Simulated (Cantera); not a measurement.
Feed: 1 mol Si3N4, 0.0066 mol Si, 3 mol N2, at 1898.15 K.

Method: chemical equilibrium by Gibbs-energy minimisation in Cantera with the NASA 1993 tables (ideal gas, pure condensed phases). Candidate condensed phases: Si, Si3N4; 7 gas species. The tables' values for SiN are old estimates; treat these amounts as uncertain. Kinetics and transport are ignored.

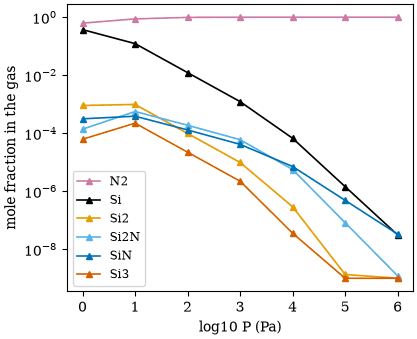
Fig. 1. Equilibrium gas composition (values under 1e-9 drawn at 1e-9)

Read off the mole fractions at 1.00 bar.

N2 about 1.00, Si about 1.4e-6, SiN about 4.9e-7, Si2N about 8.2e-8.
